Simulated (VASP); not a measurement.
Band structure of CaC6 (sg166). Calculation: r2SCAN meta-GGA, VASP's PBE PAW potentials (set 64) (plane waves; VASP).

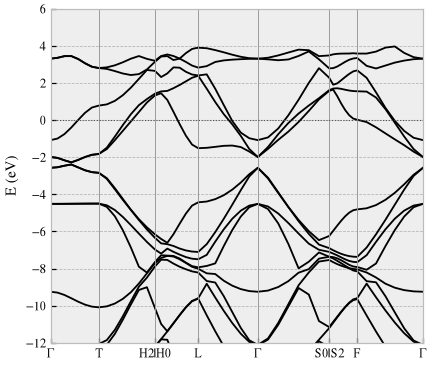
*Bands along high-symmetry lines, zero at the valence-band maximum or, without a gap, the Fermi level*

Question: Read the plot: is there a gap, and where are the band edges?

Answer: It has no gap at this level: it comes out as a metal or semimetal.

The compound is CaC6 in the sg166 structure. It was relaxed first.
